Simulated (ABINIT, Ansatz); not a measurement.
# A GW chain in ABINIT: Al2O3 (Corundum)

Wanted: ground state, empty states, screening and self-energy for Al2O3 (Corundum).

Main program and level: ABINIT 10.8.3; PBE and many-body steps on it, plane waves.

**The experiments to reproduce.**

- Gap 8.7 eV: optical band gap of host from absorption; optical absorption, quoted from earlier work; bulk crystal (high-purity reference sample) (quoted in “Multi-petahertz electron interference in Cr:Al2O3 solid-state material”, 2018, pmc:5906618).

This is a report of a sequence of runs, with most program output left out.

### 1. Set-up

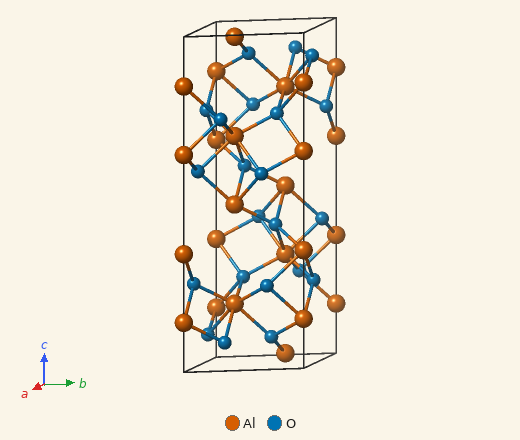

The cell as given, slightly off an axis (aluminium orange, oxygen blue). This picture shows the conventional cell, with its axes. Some periodic images of atoms are drawn too.

The cell and positions come from the Crystallography Open Database and are kept as given unless a step says otherwise.

### 2. Ground state

This step: ABINIT 10.8.3; DFT, PBE, plane waves, norm-conserving pseudopotentials.

The ground-state density comes first.

Contents of run.abi:

```
acell 3*1.0 Angstrom
rprim 
  2.380249999995 1.374237978213 4.331866666707
  -2.380249999995 1.374237978213 4.331866666707
  -0.000000000000 -2.748475956495 4.331866666685
ntypat 2
znucl 13 8
natom 10
typat 1 1 1 1 2 2 2 2 2 2
xred 
  0.352160000000 0.352160000000 0.352160000000
  0.147840000000 0.147840000000 0.147840000000
  0.647840000000 0.647840000000 0.647840000000
  0.852160000000 0.852160000000 0.852160000000
  0.556680000000 0.943320000000 0.250000000000
  0.250000000000 0.556680000000 0.943320000000
  0.943320000000 0.250000000000 0.556680000000
  0.443320000000 0.056680000000 0.750000000000
  0.750000000000 0.443320000000 0.056680000000
  0.056680000000 0.750000000000 0.443320000000
pp_dirpath "pseudos"
pseudos "Al.upf, O.upf"
ecut 36
ngkpt 6 6 6
nshiftk 1
shiftk 0 0 0
kptopt 1
chksymbreak 0
nband 33
occopt 1
tolvrs 1e-10
nstep 60
prtwf 0
optforces 0
optstress 0
indata_prefix "in"
outdata_prefix "out"
tmpdata_prefix "tmp"
```

The run is started by

```bash
$ OMP_NUM_THREADS=1 mpirun -n 4 abinit run.abi > log
```

Run time: 81 s. Hardware: 4 MPI ranks of Arm Neoverse V1, shared host; peak memory 0.47 GiB; 5.4 min of CPU time.

This step gave:

| Property | Result |
| --- | --- |
| total energy | -2969.2589 eV |
| gap | 6.266 eV |
| k of the valence top | 0, 0, 0 |
| k of the conduction bottom | 0, 0, 0 |
| least direct gap | 6.266 eV |

The gap is direct, at Γ.

### 3. Empty states on the mesh, 4×4×4 mesh, 303 bands

The sums over transitions need many empty states on a uniform mesh; this step solves for them.

run.abi, as its differences from that of step 2:

```diff
@@ -23,3 +23,3 @@
 ecut 36
-ngkpt 6 6 6
+ngkpt 4 4 4
 nshiftk 1
@@ -28,9 +28,10 @@
 chksymbreak 0
-nband 33
-occopt 1
-tolvrs 1e-10
+iscf -2
+irdden 1
+istwfk *1
+nband 303
+nbdbuf 26
+tolwfr 1e-09
 nstep 60
-prtwf 0
-optforces 0
-optstress 0
+prtvol 0
 indata_prefix "in"
```

The job ended after 7.2 min (4 MPI ranks; peak memory 0.75 GiB).

Numbers from this step:

```yaml
gap: 6.266 eV
k_of_the_valence_top: 0, 0, 0
k_of_the_conduction_bottom: 0, 0, 0
least_direct_gap: 6.266 eV
k_points_computed: 13
lowest_point_of_the_top_converged_band_above_the_valence_top: 107.8716 eV
```

On this mesh the gap is 6.266 eV.

### 4. Screening, 4×4×4 mesh, 277 bands, screening to 217.7 eV

The RPA dielectric matrix is built and inverted for each q.

This step: RPA screening on PBE, plane waves, norm-conserving pseudopotentials.

run.abi, as its differences from that of step 3:

```diff
@@ -28,10 +28,11 @@
 chksymbreak 0
-iscf -2
-irdden 1
 istwfk *1
-nband 303
-nbdbuf 26
-tolwfr 1e-09
-nstep 60
-prtvol 0
+occopt 1
+irdwfk 1
+optdriver 3
+nband 277
+ecuteps 8
+inclvkb 2
+awtr 1
+symchi 1
 indata_prefix "in"
```

It took 24 min on 4 MPI ranks; peak memory 5.4 GiB.

Numbers from this step:

| Item | Value |
| --- | --- |
| ε∞ with local fields, on this mesh, along the program's q direction | 3.025 |
| the same without local fields | 3.262 |
| plasma frequency | 27.90 eV |
| plane waves in the screening matrix | 605 |

Local fields lower ε∞ by 7 %.

### 5. Self-energy, 4×4×4 mesh, 277 bands, screening to 217.7 eV

The self-energy is evaluated for the states that the input lists, and the levels follow from it, in one-shot runs by the linearised quasiparticle equation.

This step: G0W0 on PBE, plane waves, norm-conserving pseudopotentials.

run.abi, as its differences from that of step 4:

```diff
@@ -31,8 +31,15 @@
 irdwfk 1
-optdriver 3
+optdriver 4
 nband 277
+gwcalctyp 0
+ecutsigx 36
+symsigma 1
+nkptgw 1
+kptgw 
+  0.0000000000 0.0000000000 0.0000000000
+bdgw 
+  22 26
 ecuteps 8
-inclvkb 2
-awtr 1
-symchi 1
+irdscr 1
+ppmodel 1
 indata_prefix "in"
```

Wall time 83 s (4 MPI ranks); peak memory 5.3 GiB; 5.5 min of CPU time.

This step gave:

- G0W0 gap on the points computed: 8.551 eV
- starting gap on the mesh: 6.266 eV
- k of the valence top: 0, 0, 0
- k of the conduction bottom: 0, 0, 0
- Z at the valence top: 0.814
- Z at the conduction bottom: 0.851
- least direct G0W0 gap on the computed points: 8.551 eV

The gap on the mesh goes from 6.27 eV to 8.55 eV, a correction of +2.28 eV.

Limits: finite bands, cutoff and mesh. v1 is the top filled band, c1 the lowest empty one. The levels before and after the correction (eV, zero at the valence-band top of each column):

|  | conduction bottom | valence top |
| --- | --- | --- |
| Kohn-Sham | 6.27 | 0.00 |
| G0W0 | 8.55 | 0.00 |

|  | level | energy (eV) |
| --- | --- | --- |
| Kohn-Sham | Γ v3-v2 | -0.045 |
| Kohn-Sham | Γ v1 | 0.000 |
| Kohn-Sham | Γ c1 | 6.266 |
| Kohn-Sham | Γ c2 | 9.188 |
| G0W0 | Γ v3-v2 | -0.055 |
| G0W0 | Γ v1 | 0.000 |
| G0W0 | Γ c1 | 8.551 |
| G0W0 | Γ c2 | 11.464 |

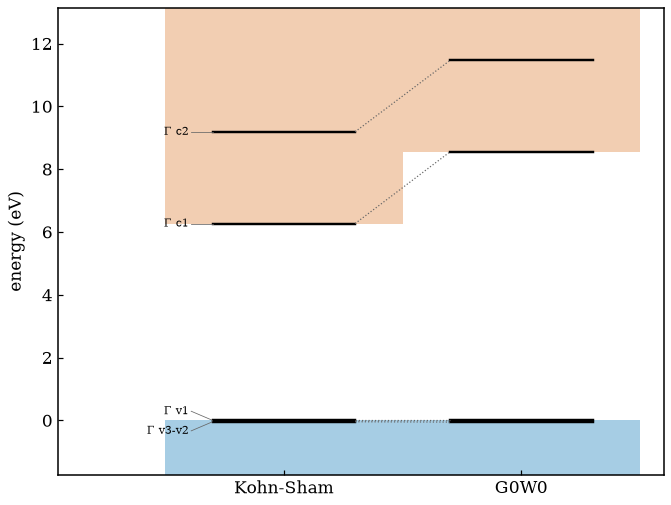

Levels before and after the correction. Shaded: valence and conduction bands.

### 6. Where the time went

Times are wall times on 4 MPI ranks of Arm Neoverse V1, shared host, good to a factor of about two.

| step | time | share | memory (GiB) |
| --- | --- | --- | --- |
| ground state | 81 s | 4 % | 0.47 |
| empty states on the mesh | 7.2 min | 21 % | 0.75 |
| screening | 24 min | 71 % | 5.4 |
| self-energy | 83 s | 4 % | 5.3 |

### 7. Results

```yaml
pbe_gap: 6.27 eV, direct
g0w0_gap_on_the_mesh: 8.55 eV
gw_settings: 4×4×4 mesh, 277 bands, screening to 217.7 eV, Godby-Needs plasmon pole
known_limits: not at the basis limit
```

In words: G0W0 moves the gap on the mesh from 6.27 eV to 8.55 eV (+2.28 eV), with Z of 0.81 and 0.85 at the edges. Local fields lower the RPA ε∞ on this mesh from 3.26 to 3.03. Only 1 of the mesh's irreducible points was corrected, so a valley elsewhere could overtake. The dearest step here is «screening». Against experiment, by G0W0@PBE: the gap of 8.55 eV lies −0.15 eV from the measured 8.7 eV (optical, quoted 2018). An exciton line or allowed optical edge lies below the quasiparticle gap by the binding energy; a forbidden edge can push the onset above it. The calculation has static nuclei and no excitons; a measured gap holds zero-point and thermal motion, which mostly lowers it. Bands and cutoff are finite, so the gap is not at the basis limit. The miss can reach some tenths of an eV and take either sign; the mesh is an error of its own. In the G0W0 run levels were corrected at 1 k point alone, so a gap called «on the mesh» is the least over those, and an edge elsewhere would be missed.

[Paths, hosts, dates, memory and timing lines, banners, echoed tables and standing remarks are left out of the program output.]

[Logs are printed without paths, hosts, clocks, repeated set-up lines and the standing remarks that a program may print on its own settings, such as how far it seeks lower states.]

[Runs of the session that timed out or met a known fault of the program may be left out.]

[Hosts, paths, dates, database ids (printed as entryN), source tags and the programs' standing remarks are cut or masked in the printed files.]

[G0W0 gaps are taken among the corrected bands and points alone; a level outside them can change the order at an edge.]

[Where Ansatz stands beside ABINIT at settings called matched, ABINIT's density can come from a denser mesh and the files from another edition; pairs whose starting gaps differed by over 0.03 eV were left out, so agreement reads better than it is.]
